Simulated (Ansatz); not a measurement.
```tsv
atom	x (Å)	y (Å)	z (Å)
I	-0.0397	0.3031	-3.9017
Al	-0.2306	0.2429	-1.4525
C	0.8391	-0.5021	0.0019
Si	-0.4331	0.1708	1.2291
S	-1.8033	1.0921	-0.2021
H	0.9308	-1.6003	0.0147
H	1.8449	-0.0682	0.1234
H	-1.1330	-0.8884	2.0131
H	0.1133	1.2036	2.1570
```

Core potentials replace the inner electrons of I.

Computed with Ansatz, RKS PBE0-D4/def2-SVP.

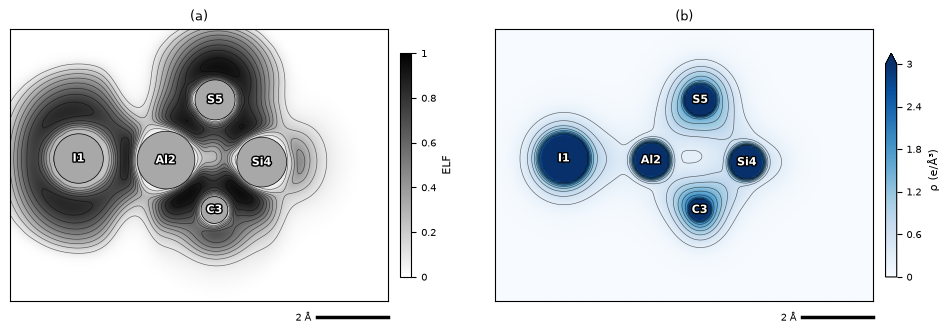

CH₄AlISSi. (a) ELF; (b) electron density on the plane of atoms Al2, S5 and Si4. Grey discs cover the atomic cores in the ELF map.

**Read the bonding off the picture.**

- The section cuts through I, Al, C, Si and S sites.
- C–Si (1.89 Å): ρ is about 0.92 e/Å³ halfway; the ELF peaks at about 0.95 between the atoms; a covalent bond.
- C–Al (1.95 Å): ρ is about 0.7 e/Å³ halfway; the ELF peaks at about 0.95 between the atoms (a shared but strongly polarised pair).
- Al–S (2.18 Å): ρ at the midpoint is about 0.66 e/Å³; the ELF peaks at about 0.90 in the valence shell of S, 1.0 Å from its nucleus, and is about 0.85 at the midpoint.
- Si–S (2.19 Å): ρ is about 0.75 e/Å³ halfway, with its minimum of 0.59 e/Å³ about 0.8 Å from Si; the ELF peaks at about 0.90 between the atoms, as expected for a covalent bond.
- Al–I (2.46 Å): ρ is about 0.58 e/Å³ halfway; the ELF peaks at about 0.85 in the valence shell of I, 1.3 Å from its nucleus, and is about 0.85 at the midpoint.
- The ELF also peaks beside I1 and S5, away from the bonds: lone-pair regions.
